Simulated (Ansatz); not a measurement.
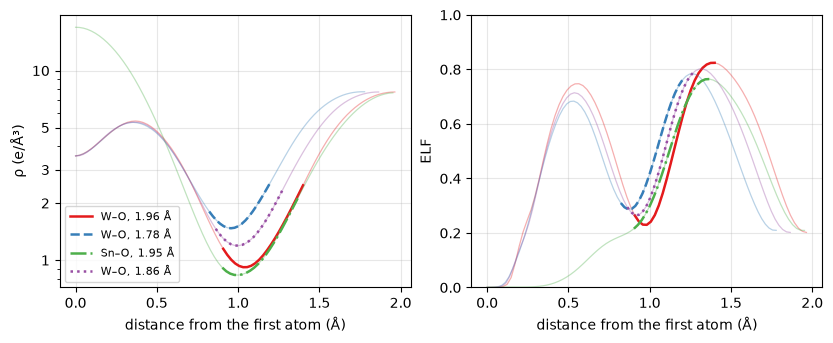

The picture shows: SnWO5. Valence charge density (pseudo) and ELF along straight lines between neighbouring atoms. Thin, pale parts lie inside the atomic spheres.

Space group P1; a structure from a database of computed crystals, not necessarily the ambient phase; started from the MgPPd5-123 prototype, which need not be the ambient phase; changed on purpose from its base cell (shaken).

Method: DFT, PBEsol, plane waves, PAW in Ansatz.

The density is the valence pseudo-density of a PAW calculation; it isn't the true density close to the nuclei.

The calculation's input:

```
crystal:
  lattice:
    - [3.2784086836, -0.0034503922, -0.0125256868]
    - [-0.0034503922, 3.27898877, 0.0030292709]
    - [-0.0244408974, 0.0059109014, 6.4932536242]
  atoms:
    - { symbol: Sn, position: [0.5363627118, 0.4943233237, -0.0213559071] }
    - { symbol: W, position: [0.0263532716, 0.0259772186, 0.4930830472] }
    - { symbol: O, position: [-0.0131472594, 0.4879818271, 0.3456520132] }
    - { symbol: O, position: [0.0134970537, 0.5442159046, 0.6828887506] }
    - { symbol: O, position: [0.5110987923, -0.0105081618, 0.3416238725] }
    - { symbol: O, position: [0.5009301672, 0.006647424, 0.6817299028] }
    - { symbol: O, position: [0.0012029372, 0.0089106212, 0.0202443394] }
kpoints:
  mp_grid: { grid: [6, 6, 4] }
hamiltonian:
  xc: pbesol
scf:
  occupations: { method: fermi_dirac, width: 0.05 }
relax:
  f_tol: 0.01
  cell: {}
  max_steps: 120
output:
  write_density: true
  write_potential: true
  elf: true
  volumetric_format: npy
```

Run with:

```sh
ansatz run input.yaml --threads 4 --pin off --max-ram 4608MiB --backend cpu --events-out ev --progress --plain --runs-dir out
```

Below, planes, directions and counts refer to the conventional cell (a = 3.77 Å, b = 3.82 Å, c = 6.73 Å, α = 89.81°, β = 81.33°, γ = 89.92°).

The fields are those of the run's last geometry, not of the input's.

What can be read from the curves?

Answer. W–O (1.96 Å): ρ at the midpoint is about 0.96 e/Å³; the ELF peaks at about 0.80 in the valence shell of O, 0.6 Å from its nucleus, and drops to about 0.25 between the two atoms.
W–O (1.78 Å): ρ is about 1.6 e/Å³ halfway; the ELF peaks at about 0.80 in the valence shell of O, 0.5 Å from its nucleus, and drops to about 0.30 between the two atoms.
Sn–O (1.95 Å): ρ at the midpoint is about 0.84 e/Å³; the ELF peaks at about 0.75 in the valence shell of O, 0.6 Å from its nucleus, and is about 0.25 at the midpoint; no localised pair shows between them.
W–O (1.86 Å): ρ is about 1.2 e/Å³ halfway; the ELF peaks at about 0.80 in the valence shell of O, 0.6 Å from its nucleus, and drops to about 0.25 between the two atoms.
